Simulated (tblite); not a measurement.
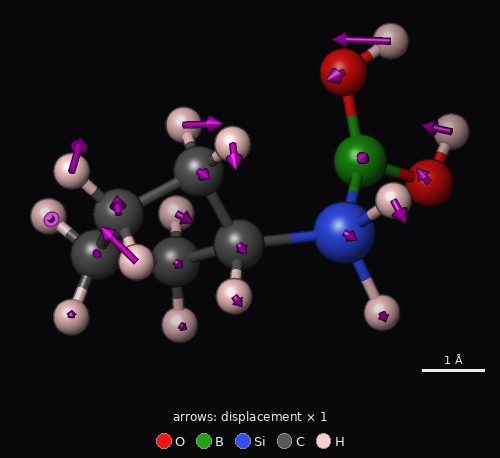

A relaxation of C5H13BO2Si. The starting structure is drawn; purple arrows show the displacements, at their true length. The two geometries are superimposed by the best rigid fit.

The picture is a ball-and-stick view, seen at a tilt.

The calculation used GFN2-xTB geometry optimisation, gas phase in tblite. 

Atoms of which element are displaced furthest, and by how much?

Answer. Hydrogen: up to 0.97 Å, against 0.39 Å for oxygen.

What did the optimiser do to the structure, and how much energy did it gain?

Answer. The atom that moves furthest after the best rigid fit is an H atom (0.97 Å). Largest moves by element: H 0.97 Å, O 0.39 Å, C 0.38 Å, B 0.26 Å, Si 0.26 Å. Some distances before and after: B–O 1.481 → 1.355 Å, C–Si 1.810 → 1.914 Å, B–Si 1.918 → 1.974 Å, C–C 1.496 → 1.528 Å. Among the angles between lasting bonds that change: B–O–H 108.6° → 118.2°, B–O–H 109.6° → 118.3°, C–C–C 97.2° → 104.4°. Groups turn about C–C by about 25°, C–C by about 25°, C–C by about 20°. After 98 geometry steps the energy has fallen by 1.371 eV. Cost: 0.91 s on 1 thread of Intel(R) Xeon(R) Platinum 8488C (shared host).
